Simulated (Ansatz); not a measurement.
**GeH6P (doublet): density, localisation and related maps**

Input file:

```
crystal:
  periodic: [false, false, false]
  atoms:
    - {symbol: H, position_ang: [-0.425000, 0.405921, 0.315908]}
    - {symbol: P, position_ang: [-1.048023, 1.882491, 0.104757]}
    - {symbol: Ge, position_ang: [0.466440, -1.233473, 0.273675]}
    - {symbol: H, position_ang: [-1.347730, 1.555466, -1.245655]}
    - {symbol: H, position_ang: [0.242640, 2.370424, -0.236997]}
    - {symbol: H, position_ang: [-0.442998, -2.312500, 0.888333]}
    - {symbol: H, position_ang: [1.762993, -1.092287, 1.090599]}
    - {symbol: H, position_ang: [0.791579, -1.576042, -1.190522]}
basis:
  gaussian: {orbitals: def2-TZVPP}
magnetization: {spin_polarized: true, initial_magnetization: 1}
hamiltonian: {xc: pbe0, dispersion: d4}
output: {orbitals: {seedname: orbitals}}
```

Launched as:

```sh
ansatz run in.yaml --threads 4 --pin off --events-out ev --progress --plain --max-ram 9574MiB
```

A transition-state structure; geometry: PBE0-D4/def2-TZVP.

All numbers below come from Ansatz 0.2.0, UKS PBE0-D4/def2-TZVPP.

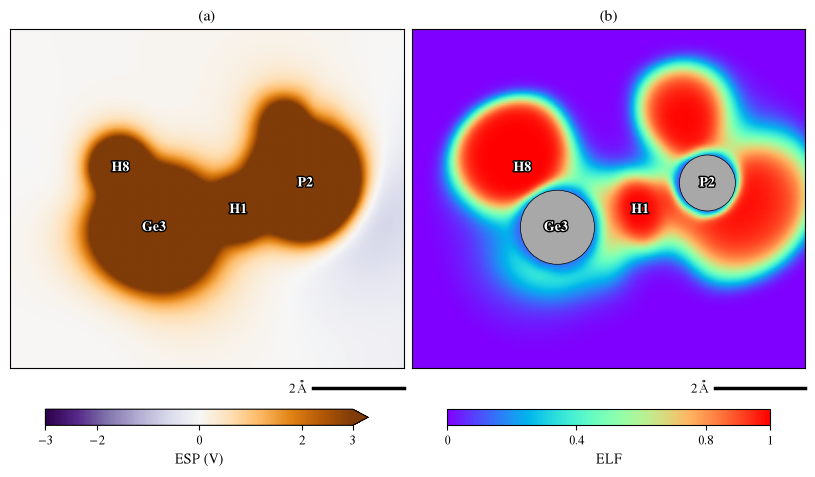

Figure 1. (a) electrostatic potential; (b) electron localisation function on the plane of atoms H1, Ge3 and H8. Grey discs cover the atomic cores in the ELF map.

**Interpret the plot.**

The plane passes through H, P and Ge nuclei. Ge–H (1.54 Å): the ELF climbs to about 1 towards the hydrogen. The ELF also peaks beside P2, away from the bonds: non-bonding electrons, paired or unpaired. Outside the dense part of the molecule the potential is most negative (−0.6 V) near P2.

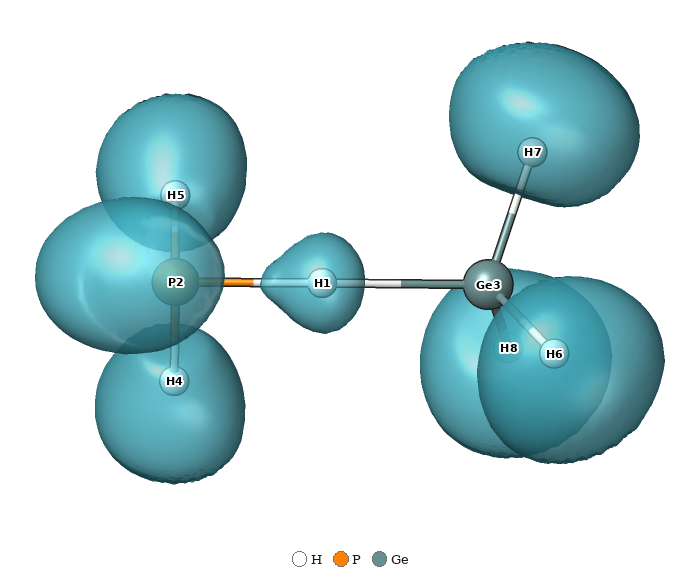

Figure 2. Isosurface of the electron localisation function at 0.9 (cyan), seen across its widest extent. Only the valence region is drawn (cores and ρ < 0.01 e/Å³ removed).

**Identify the bonds, lone pairs and shells in this picture.**

The ELF exceeds this value in six regions around hydrogen nuclei and one lobe on P, pointing away from the bonds (non-bonding electrons).


P–H (1.42 Å): the ELF climbs to about 1 towards the hydrogen.

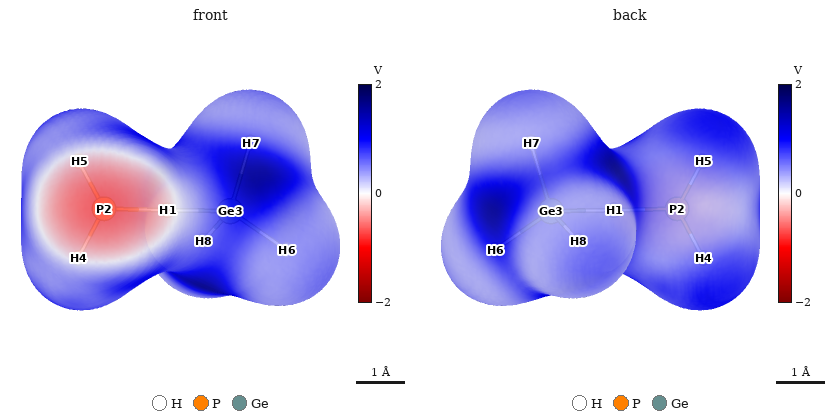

Figure 3. The molecular electrostatic potential painted on the density surface at 0.004 e/bohr³, seen from the front and from behind; red is negative and blue positive.

**Where is the surface potential most negative and most positive?**

The most negative region (about −0.6 V) lies over P2, the most positive (about +1.6 V) over Ge3.

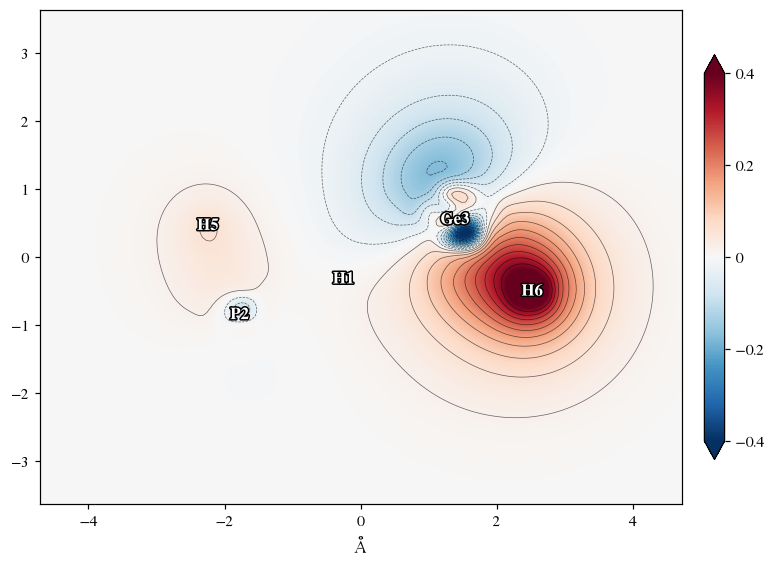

Figure 4. The HOMO−1 (β) on the plane of atoms H1, Ge3 and H6 (values in Å⁻³ᐟ²; the overall sign is arbitrary).

**Where does this orbital lie, and at what energy?**

Its weight (Hirshfeld) is mainly on Ge3 (about 45 %), H7 (about 35 %) and H6 (about 15 %). Its energy is −9.69 eV.
